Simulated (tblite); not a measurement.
Run report: C₅H₈Sn, saddle-point search

C₅H₈Sn, computed with GFN2-xTB saddle search (eigenvector following) and harmonic vibrations, gas phase (tblite 0.8.0).

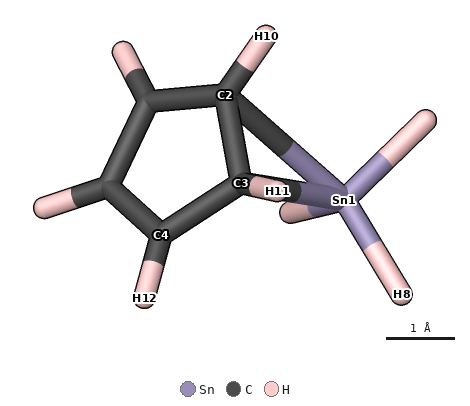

Fig. 1: The starting structure (stick view, seen at a tilt; atoms are numbered from 1 in the order of the input). Sticks mark near contacts. Bond lengths as drawn: C–C 1.36 to 1.47 Å, C–H 1.07 to 1.08 Å, C–Sn 2.33 to 2.60 Å and H–Sn 1.68 to 1.71 Å.

**Results in brief**

- outcome: converged
- total energy: −457.0092 eV
- point group: Cs
- hardware: 1 CPU thread, shared host
- wall time: 2.5 s
- peak memory: 0.19 GiB

**Input file**
```
{"job": {"xc": "GFN2-xTB", "basis": "xTB", "kind": "saddle"}, "charge": 0, "multiplicity": 1}
Sn     1.741537     0.464201    -0.579457
C     -0.794215     0.906026    -0.210087
C     -0.006483     0.478460     0.959733
C     -0.433424    -0.864053     1.229392
C     -1.263266    -1.261251     0.220694
C     -1.456223    -0.187264    -0.682149
H      2.084663     1.834334    -1.539565
H      3.112069     0.249678     0.386743
H      1.563454    -0.803592    -1.668243
H     -0.860153     1.927157    -0.536060
H      0.265261     1.143910     1.767183
H     -0.207763    -1.416344     2.124607
H     -1.733674    -2.224474     0.126642
H     -2.011781    -0.246788    -1.599433
```

The first line tells a small driver script what to run in tblite; the rest is the geometry in Å.

Run as:
```bash
OMP_NUM_THREADS=1 python <driver script> task.json out
```

**Log**
```
step      E/eV     max force
  0    -457.04367   0.2269
  1    -457.03663   0.1956
  2    -457.02140   0.1733
  3    -457.00898   0.1512
  4    -457.00263   0.1443
  5    -457.00053   0.1357
  6    -457.00911   0.0264
  7    -457.00920   0.0075
  8    -457.00921   0.0041
  9    -457.00922   0.0000
lowest wavenumbers (cm-1): -259.6 136.6 161.0 261.4 328.0 402.4
```

**Trajectory as extended XYZ (Å, eV, eV/Å), 10 frames, from step=0 to step=9**
```
14
Properties=species:S:1:pos:R:3:forces:R:3 step=0 energy=-457.04367
Sn    1.7415    0.4642   -0.5795    0.0340  -0.0590   0.1730
C    -0.7942    0.9060   -0.2101   -0.0380   0.0100  -0.1030
C    -0.0065    0.4785    0.9597   -0.0310   0.0110  -0.0510
C    -0.4334   -0.8641    1.2294    0.0690  -0.0090  -0.0820
C    -1.2633   -1.2613    0.2207    0.0100   0.0070  -0.0320
C    -1.4562   -0.1873   -0.6821   -0.0770   0.0290  -0.0180
H     2.0847    1.8343   -1.5396   -0.0860  -0.0360   0.1780
H     3.1121    0.2497    0.3867    0.2200  -0.0480   0.0030
H     1.5635   -0.8036   -1.6682   -0.0190  -0.0390   0.1550
H    -0.8602    1.9272   -0.5361   -0.0510   0.0120  -0.1150
H     0.2653    1.1439    1.7672   -0.0400   0.0490  -0.0770
H    -0.2078   -1.4163    2.1246    0.1920   0.0010  -0.1210
H    -1.7337   -2.2245    0.1266    0.0170   0.0030   0.0160
H    -2.0118   -0.2468   -1.5994   -0.2010   0.0680   0.0740
14
Properties=species:S:1:pos:R:3:forces:R:3 step=1 energy=-457.03663
Sn    1.7225    0.4591   -0.5757    0.0700  -0.0610   0.1310
C    -0.7690    0.9131   -0.2028   -0.0620   0.0190  -0.0460
C    -0.0177    0.4778    0.9890   -0.0190   0.0120  -0.0910
C    -0.4418   -0.8647    1.2342    0.0600  -0.0090  -0.0920
C    -1.2493   -1.2565    0.2015    0.0110   0.0060  -0.0130
C    -1.4282   -0.1773   -0.6937   -0.0810   0.0270  -0.0020
H     2.0261    1.8078   -1.5814   -0.0570  -0.0440   0.1510
H     3.1353    0.2951    0.3507    0.1660  -0.0370   0.0180
H     1.5172   -0.8596   -1.5995    0.0040  -0.0120   0.1400
H    -0.8436    1.9384   -0.5147   -0.0510   0.0080  -0.0930
H     0.2550    1.1415    1.7968   -0.0360   0.0330  -0.0760
H    -0.2210   -1.4295    2.1228    0.1610   0.0020  -0.1110
H    -1.7091   -2.2229    0.0891    0.0100   0.0080   0.0150
H    -1.9765   -0.2222   -1.6163   -0.1760   0.0490   0.0690
14
Properties=species:S:1:pos:R:3:forces:R:3 step=2 energy=-457.02140
Sn    1.7036    0.4565   -0.5781    0.0880  -0.0710   0.0730
C    -0.7489    0.9226   -0.1912   -0.0570   0.0300  -0.0060
C    -0.0303    0.4772    1.0177   -0.0330  -0.0070  -0.1110
C    -0.4472   -0.8660    1.2363    0.0530  -0.0010  -0.0930
C    -1.2344   -1.2515    0.1809    0.0090   0.0090  -0.0010
C    -1.4044   -0.1655   -0.7024   -0.0840   0.0170   0.0090
H     1.9859    1.7718   -1.6399   -0.0370  -0.0520   0.1340
H     3.1430    0.3455    0.3274    0.1260  -0.0280   0.0270
H     1.4786   -0.9182   -1.5282    0.0270   0.0270   0.1370
H    -0.8367    1.9531   -0.4844   -0.0480  -0.0080  -0.0770
H     0.2476    1.1368    1.8262   -0.0300   0.0200  -0.0730
H    -0.2297   -1.4446    2.1169    0.1360   0.0040  -0.1050
H    -1.6816   -2.2217    0.0488    0.0060   0.0220   0.0180
H    -1.9457   -0.1960   -1.6300   -0.1550   0.0370   0.0680
14
Properties=species:S:1:pos:R:3:forces:R:3 step=3 energy=-457.00898
Sn    1.6882    0.4556   -0.5849    0.0860  -0.0700   0.0220
C    -0.7326    0.9329   -0.1777   -0.0400   0.0380   0.0080
C    -0.0430    0.4740    1.0428   -0.0340  -0.0220  -0.0960
C    -0.4503   -0.8696    1.2339    0.0540   0.0100  -0.0680
C    -1.2232   -1.2457    0.1601   -0.0030   0.0110  -0.0090
C    -1.3884   -0.1512   -0.7077   -0.0820   0.0020   0.0080
H     1.9594    1.7258   -1.7113   -0.0250  -0.0580   0.1220
H     3.1406    0.4084    0.3169    0.0940  -0.0200   0.0290
H     1.4590   -0.9779   -1.4505    0.0400   0.0620   0.1270
H    -0.8350    1.9683   -0.4502   -0.0400  -0.0230  -0.0620
H     0.2441    1.1272    1.8524   -0.0230   0.0090  -0.0680
H    -0.2319   -1.4641    2.1037    0.1100   0.0080  -0.0950
H    -1.6593   -2.2183    0.0095   -0.0020   0.0260   0.0190
H    -1.9277   -0.1655   -1.6369   -0.1350   0.0280   0.0620
14
Properties=species:S:1:pos:R:3:forces:R:3 step=4 energy=-457.00263
Sn    1.6785    0.4566   -0.5955    0.0900  -0.0540  -0.0110
C    -0.7131    0.9395   -0.1663   -0.0080   0.0350   0.0310
C    -0.0524    0.4629    1.0635   -0.0330  -0.0020  -0.0690
C    -0.4556   -0.8773    1.2289    0.0550   0.0110  -0.0290
C    -1.2233   -1.2388    0.1416   -0.0140   0.0160  -0.0250
C    -1.3811   -0.1361   -0.7104   -0.0730  -0.0220  -0.0030
H     1.9352    1.6740   -1.7888   -0.0110  -0.0640   0.1070
H     3.1344    0.4966    0.3165    0.0380  -0.0180   0.0090
H     1.4721   -1.0351   -1.3695    0.0420   0.0860   0.1080
H    -0.8272    1.9791   -0.4188   -0.0310  -0.0230  -0.0450
H     0.2491    1.1084    1.8733   -0.0150  -0.0020  -0.0600
H    -0.2330   -1.4900    2.0848    0.0790   0.0130  -0.0820
H    -1.6571   -2.2096   -0.0230   -0.0160   0.0080   0.0140
H    -1.9264   -0.1301   -1.6363   -0.1020   0.0160   0.0540
14
Properties=species:S:1:pos:R:3:forces:R:3 step=5 energy=-457.00053
Sn    1.6746    0.4620   -0.6117    0.0950  -0.0400  -0.0290
C    -0.6881    0.9382   -0.1603    0.0490   0.0290   0.0670
C    -0.0573    0.4442    1.0795   -0.0530   0.0380  -0.0450
C    -0.4660   -0.8880    1.2259    0.0490   0.0060   0.0020
C    -1.2381   -1.2325    0.1305   -0.0180   0.0250  -0.0420
C    -1.3806   -0.1258   -0.7107   -0.0620  -0.0500  -0.0140
H     1.9165    1.6312   -1.8565    0.0080  -0.0590   0.0780
H     3.1209    0.5956    0.3210   -0.0310  -0.0220  -0.0230
H     1.5231   -1.0759   -1.3071    0.0300   0.0980   0.0890
H    -0.8097    1.9811   -0.3964   -0.0280  -0.0190  -0.0230
H     0.2652    1.0827    1.8862   -0.0080  -0.0140  -0.0510
H    -0.2408   -1.5171    2.0690    0.0470   0.0140  -0.0650
H    -1.6827   -2.1967   -0.0394   -0.0200  -0.0130   0.0060
H    -1.9371   -0.0989   -1.6301   -0.0580   0.0080   0.0500
14
Properties=species:S:1:pos:R:3:forces:R:3 step=6 energy=-457.00911
Sn    1.6711    0.4771   -0.6342    0.0050  -0.0090  -0.0200
C    -0.6693    0.9359   -0.1636    0.0060   0.0170   0.0050
C    -0.0641    0.4341    1.0835   -0.0140   0.0120   0.0130
C    -0.4595   -0.8936    1.2134    0.0060  -0.0130   0.0140
C    -1.2525   -1.2279    0.1205   -0.0040  -0.0060  -0.0030
C    -1.3968   -0.1215   -0.7070   -0.0090  -0.0030  -0.0240
H     1.9626    1.5927   -1.9026    0.0040  -0.0060   0.0040
H     3.0651    0.6466    0.3484   -0.0080   0.0030  -0.0050
H     1.5771   -1.0875   -1.2418    0.0030   0.0170   0.0120
H    -0.8204    1.9795   -0.3822    0.0020  -0.0150   0.0040
H     0.2891    1.0675    1.8793    0.0010  -0.0110  -0.0110
H    -0.2094   -1.5396    2.0356   -0.0040   0.0100  -0.0150
H    -1.7081   -2.1888   -0.0435   -0.0010   0.0030   0.0020
H    -1.9850   -0.0746   -1.6059    0.0130   0.0010   0.0230
14
Properties=species:S:1:pos:R:3:forces:R:3 step=7 energy=-457.00920
Sn    1.6735    0.4758   -0.6305   -0.0030  -0.0010   0.0000
C    -0.6729    0.9372   -0.1628   -0.0040  -0.0050  -0.0040
C    -0.0624    0.4336    1.0805    0.0010  -0.0070   0.0010
C    -0.4578   -0.8955    1.2096   -0.0030   0.0030  -0.0030
C    -1.2535   -1.2277    0.1190    0.0020   0.0020   0.0020
C    -1.3996   -0.1191   -0.7070    0.0000   0.0010   0.0010
H     1.9603    1.5843   -1.9039    0.0010   0.0010  -0.0020
H     3.0674    0.6562    0.3478    0.0020   0.0000   0.0010
H     1.5817   -1.0898   -1.2296    0.0010   0.0000   0.0010
H    -0.8206    1.9805   -0.3821    0.0000   0.0040   0.0000
H     0.2905    1.0649    1.8776    0.0000   0.0010   0.0010
H    -0.2058   -1.5420    2.0301    0.0000   0.0000  -0.0020
H    -1.7106   -2.1877   -0.0453    0.0010   0.0000   0.0000
H    -1.9902   -0.0706   -1.6034    0.0010   0.0000   0.0030
14
Properties=species:S:1:pos:R:3:forces:R:3 step=8 energy=-457.00921
Sn    1.6739    0.4755   -0.6295    0.0020  -0.0020  -0.0010
C    -0.6734    0.9380   -0.1617    0.0010   0.0010   0.0020
C    -0.0618    0.4324    1.0805    0.0000   0.0030  -0.0020
C    -0.4580   -0.8967    1.2080    0.0010  -0.0020   0.0010
C    -1.2542   -1.2271    0.1175   -0.0010   0.0000  -0.0010
C    -1.4005   -0.1172   -0.7068    0.0000   0.0000   0.0010
H     1.9576    1.5775   -1.9101    0.0000  -0.0010   0.0020
H     3.0683    0.6656    0.3475   -0.0020  -0.0010  -0.0020
H     1.5863   -1.0939   -1.2209    0.0000   0.0040   0.0010
H    -0.8202    1.9818   -0.3797    0.0000  -0.0020   0.0000
H     0.2909    1.0627    1.8785    0.0000   0.0000   0.0000
H    -0.2052   -1.5447    2.0270    0.0000   0.0000   0.0000
H    -1.7115   -2.1867   -0.0480    0.0000   0.0000   0.0000
H    -1.9921   -0.0671   -1.6023    0.0000   0.0000  -0.0010
14
Properties=species:S:1:pos:R:3:forces:R:3 step=9 energy=-457.00922
Sn    1.6738    0.4757   -0.6299    0.0000   0.0000   0.0000
C    -0.6731    0.9377   -0.1620    0.0000   0.0000   0.0000
C    -0.0620    0.4326    1.0805    0.0000   0.0000   0.0000
C    -0.4581   -0.8963    1.2086    0.0000   0.0000   0.0000
C    -1.2542   -1.2273    0.1180    0.0000   0.0000   0.0000
C    -1.4002   -0.1178   -0.7068    0.0000   0.0000   0.0000
H     1.9584    1.5795   -1.9083    0.0000   0.0000   0.0000
H     3.0678    0.6629    0.3473    0.0000   0.0000   0.0000
H     1.5854   -1.0922   -1.2237    0.0000   0.0000   0.0000
H    -0.8201    1.9813   -0.3804    0.0000   0.0000   0.0000
H     0.2909    1.0632    1.8783    0.0000   0.0000   0.0000
H    -0.2057   -1.5439    2.0281    0.0000   0.0000   0.0000
H    -1.7115   -2.1870   -0.0471    0.0000   0.0000   0.0000
H    -1.9914   -0.0682   -1.6027    0.0000   0.0000   0.0000
```

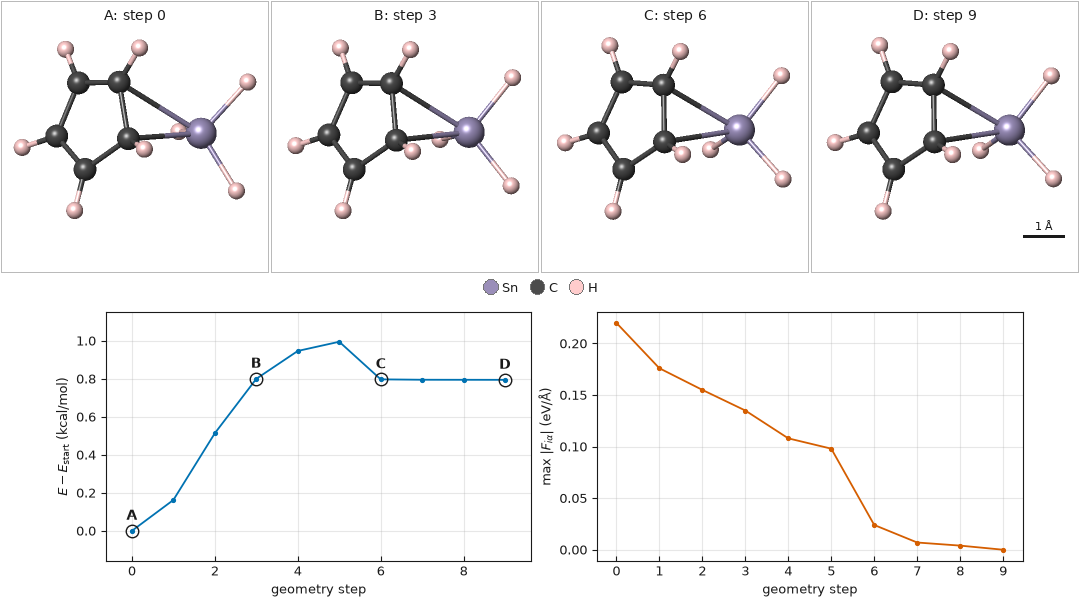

Fig. 2: Frames of the saddle-point search (ball-and-stick view, seen at a tilt) above the curves, on which the letters mark them (steps are counted from 0).

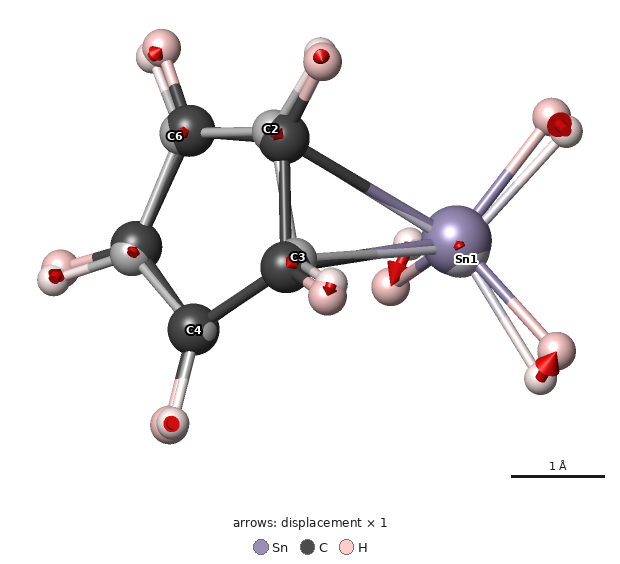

Fig. 3: Start (faint) and end (solid) with the displacements as red arrows, at true length (ball-and-stick view, seen at a tilt). The two geometries are laid on each other by the best rigid fit. The largest move after the best rigid fit is that of H9, 0.53 Å. By element the largest moves are H 0.53 Å, C 0.14 Å, Sn 0.09 Å. Among the contacts that change: Sn1–C2 2.600 → 2.437 Å, Sn1–C3 2.329 → 2.437 Å, C3–C4 1.434 → 1.393 Å, C2–C6 1.362 → 1.393 Å. Among the angles that change: Sn1–C3–C2 83.0° → 72.4°, C3–Sn1–H7 121.2° → 130.8°, Sn1–C2–C3 62.8° → 72.4°. Over 9 geometry steps the energy rises by 0.79 kcal/mol. Largest force component: 0.22 eV/Å at the start, under 0.0001 eV/Å at the end. (Atoms are counted from 1 in the order of the input.)
